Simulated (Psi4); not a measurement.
# FS (SMILES F[S]) at UMP2/pcseg-2 (density fitting, density fitting for correlation, intrafrag hess fischer)

Aim: a geometry optimisation of FS. 

Program for the calculation: Psi4 1.11.

**1. The system as given**

The species is FS (2 atoms), typed as a doublet with charge 0. As SMILES, `F[S]`. The coordinates come from a GFN2-xTB relaxation. The run starts from this shape.

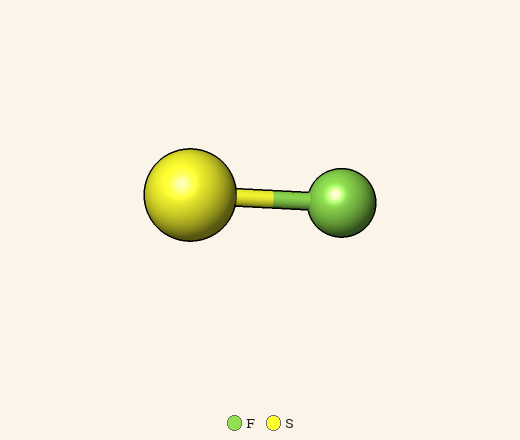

Viewed from a chosen angle; fluorine green, sulfur yellow.

**2. A structure relaxation at UMP2/pcseg-2 (density fitting, density fitting for correlation, intrafrag hess fischer)**

input.dat reads:

```
memory 1.6 GB

molecule molecule1 {
  0 2
  F      0.00000000     0.00000000     0.00000000
  S      0.00000000     0.00000000     3.07369623
  units au
  symmetry c1
}

set reference uhf
set scf_type df
set freeze_core true
set mp2_type df
set geom_maxiter 60
set intrafrag_hess fischer

E, wfn = optimize("mp2/pcseg-2", return_wfn=True)
```

The run is started by

```sh
$ psi4 input.dat output.dat -n 1
```

**Question.** What will come out? Wanted: total energy at the end; HOMO energy; LUMO energy; correlation energy; bond length; ⟨S²⟩.

**Answer.** As computed:

Level: UMP2/pcseg-2 (density fitting, density fitting for correlation, intrafrag hess fischer), 6 core orbitals frozen.

```
                                                  quantity          value
                                   total energy at the end  -497.34284 Eh
HOMO energy (Hartree–Fock orbitals) (highest over α and β)      -10.56 eV
 LUMO energy (Hartree–Fock orbitals) (lowest over α and β)        0.06 eV
               correlation energy (6 core orbitals frozen)     -380.0 mEh
                                               bond length        1.602 Å
                                                      ⟨S²⟩          0.764
```

At the final geometry: Bond lengths: F1–S2 1.602 Å. The optimisation took 3 steps and changed the energy by -0.009 eV.
